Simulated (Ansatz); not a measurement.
**UPBE0/3-21G run of NH2 (SMILES [NH2])**

Aim: the electronic atomisation energy of NH2 at UPBE0/3-21G, from 3 runs. 

The results are computed with Ansatz 0.2.0.

48 further runs of the same task are left out: 48 set aside as unsound or not needed.

### 1 Starting point

NH2 has 3 atoms, charge 0, and is taken as a doublet. SMILES: `[NH2]`. The coordinates come from a GFN2-xTB relaxation.

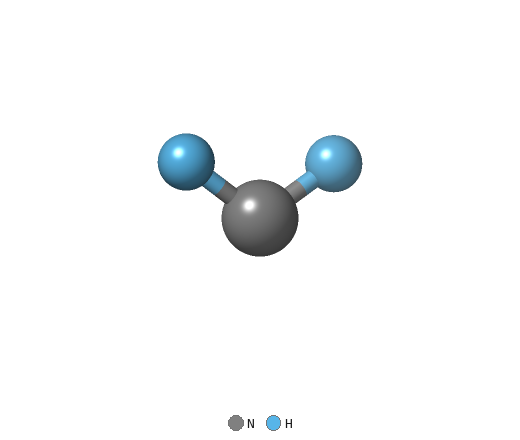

Viewed from a chosen angle; nitrogen grey, hydrogen blue.

### 2 A single-point energy at UPBE0/3-21G

Contents of run.yaml:

```yaml
crystal:
  periodic: [false, false, false]
  atoms:
    - symbol: "N"
      position_ang: [0.307180, -0.182210, 0.151440]
    - symbol: H
      position_ang: [0.155580, 0.820260, 0.174790]
    - symbol: H
      position_ang: [-0.462760, -0.638040, -0.326220]
basis:
  gaussian: {orbitals: 3-21G.json}
magnetization: {spin_polarized: true, initial_magnetization: 1}
hamiltonian: {xc: {name: PBE0}}
accuracy: high
```

The basis set 3-21G is read from a file made from the Basis Set Exchange's data (not shown).

Launch:

```bash
$ ansatz run run.yaml --threads 1 --pin off --max-ram 2610MiB --events-out events.jsonl --progress --plain --runs-dir runs
```

What it wrote:

```text
Warning: RAYON_NUM_THREADS=1 ignored (pool sized by the plan → 1); use --threads N
Functional definition: PBE0
  name "PBE0"
  parameter a = 0.25
  parameter kappa = 0.804
  parameter beta = 0.06672455060314922
  exchange = (1 - a)*pbe_x(kappa = kappa, mu = beta*pi^2/3) + a*exact_x
  correlation = pbe_c(beta = beta)
248 factors; integrals over basis functions are off by at most 4.8e-9 eV
mean field evaluation 1: about -1508.7285 eV, gradient 1.7e1 eV
mean field evaluation 2: about -1508.9395 eV, gradient 1.5e1 eV
mean field evaluation 4: about -1509.8821 eV, gradient 2.7e-1 eV
mean field evaluation 8: about -1509.8757 eV, gradient 2.1e-3 eV
mean field evaluation 16: about -1509.8757 eV, gradient 7.6e-8 eV
mean field -1509.87574635 eV, -55.4869102480 hartree, gradient 3.0e-9 eV, S^2 0.752094; 0 other end points of the search recorded, 0 dependent functions left out
reference -1509.87574716 eV, -55.4869102777 hartree; 5, 4 occupied and 8, 9 virtual orbitals, 248 factors
Total energy: -1509.87574716 eV, -55.4869102777 hartree
```

Wall time 0.6 s (1 thread of Arm Neoverse V1, shared host).

### 3 The H atom

Contents of input.yaml:

```yaml
crystal:
  periodic: [false, false, false]
  atoms:
    - {symbol: H, position_ang: [0.000000, 0.000000, 0.000000]}
basis:
  gaussian:
    orbitals: 3-21G.json
magnetization:
  spin_polarized: true
  initial_magnetization: 1
hamiltonian:
  xc: {name: PBE0}
accuracy: high
```

The basis set 3-21G is read from a file made from the Basis Set Exchange's data (not shown).

Run the same way, it converges to -0.49640 Eh (log not shown).

### 4 The N atom, same level

Contents of job.yaml:

```yaml
crystal:
  periodic: [false, false, false]
  atoms:
    - {symbol: N, position_ang: [0.000000, 0.000000, 0.000000]}
basis:
  gaussian: {orbitals: 3-21G.json}
magnetization: {spin_polarized: true, initial_magnetization: 3}
accuracy: high
hamiltonian: {xc: pbe0}
```

The basis set 3-21G is read from a file made from the Basis Set Exchange's data (not shown).

Run the same way, it converges to -54.23762 Eh (log not shown).

### 5 Results

Level: UPBE0/3-21G.

| quantity | value |
| --- | --- |
| molecule: total energy | -55.48691 Eh |
| molecule: ⟨S²⟩ | 0.752 |
| H atom: total energy | -0.49640 Eh |
| H atom: ⟨S²⟩ | 0.750 |
| N atom: total energy | -54.23762 Eh |
| N atom: ⟨S²⟩ | 3.751 |
| electronic atomisation energy | 6.979 eV |

**Reading.** Taking the molecule apart into free atoms costs 6.98 eV (673 kJ/mol), before zero-point energy and without spin-orbit coupling. The basis has no polarisation functions, which makes bonds too weak.
